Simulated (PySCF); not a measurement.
CH₈BN₂OSi (doublet)

```xyz
14

B     2.6352    0.1633    0.1770
N     1.3496   -0.1509    0.5937
Si   -0.1064   -0.2092   -0.3442
N    -0.4938    1.3709   -0.9094
O    -1.1888   -0.6750    0.7855
C    -2.4994   -0.9012    0.7240
H     2.7972    0.4346   -0.9517
H     3.5247    0.1452    0.9401
H     1.2165   -0.3898    1.5652
H    -0.0181   -1.2417   -1.3817
H    -1.4077    1.5557   -1.2911
H     0.2066    1.9021   -1.3996
H    -3.0407   -0.7529   -0.1911
H    -2.9756   -1.2514    1.6164
```

Geometry: GFN2-xTB.

Level of theory: UKS B3LYP, pcH-1 on B C H N O Si, non-relativistic, mean-field spin-orbit, GIAO (PySCF 2.14.0, density-fitted response routines).

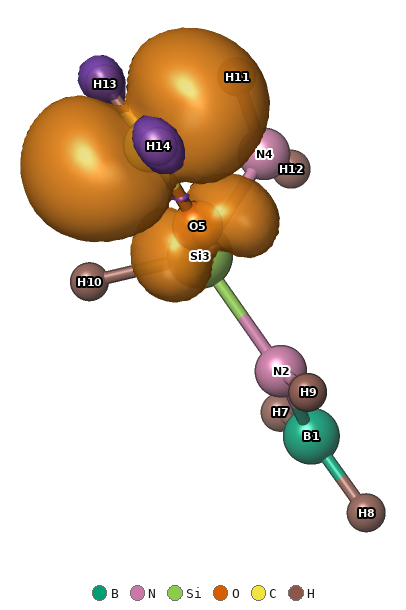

Figure 1. Isosurfaces of the spin density (α minus β) at +0.02 (orange) and −0.02 e/Å³ (purple), seen at an oblique angle.

### Which atoms carry the spin?

The unpaired spin (1 electron) lies mostly on C6 (about 0.7) and O5 (about 0.2), in electrons by Hirshfeld's partition.

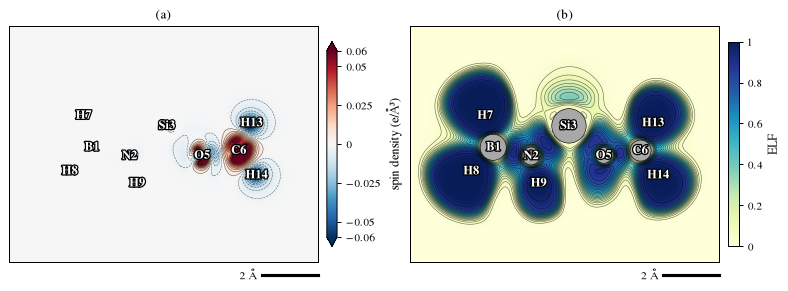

Figure 2. (a) spin density; (b) electron localisation function on the plane of atoms N2, B1 and H7. Grey discs cover the atomic cores in the ELF map.

### What does the map show?

- The plane passes through B, N, Si, O, C and H nuclei.
- C–O (1.33 Å): the ELF peaks at about 0.90 between the atoms, as expected for a polar covalent bond.
- B–N (1.39 Å): the ELF peaks at about 0.95 between the atoms: a polar covalent bond.
- Si–O (1.63 Å): the ELF peaks at about 0.85 between the atoms: a shared but strongly polarised pair.
- Si–N (1.73 Å): the ELF peaks at about 0.95 between the atoms; a polar covalent bond.
- N–H (1.01 Å): the ELF climbs to about 1 towards the hydrogen, as it does in any bond to H; a covalent bond by its length.
- The ELF also peaks beside O5, away from the bonds: non-bonding electrons, paired or unpaired.

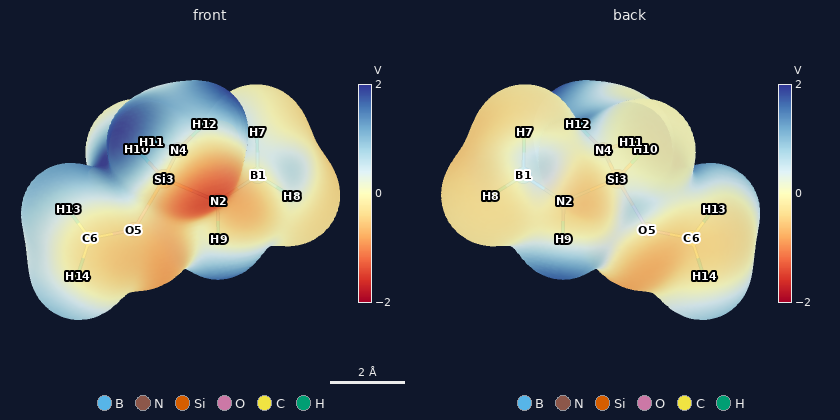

Figure 3. The electrostatic potential painted on the density surface at 0.002 e/bohr³, seen from the front and from behind; red is negative and blue positive.

### Where is the surface potential most negative and most positive?

The most negative region (about −1.4 V) lies over N4, the most positive (about +1.9 V) over Si3 and H11. N4 is the likeliest acceptor of a hydrogen bond.
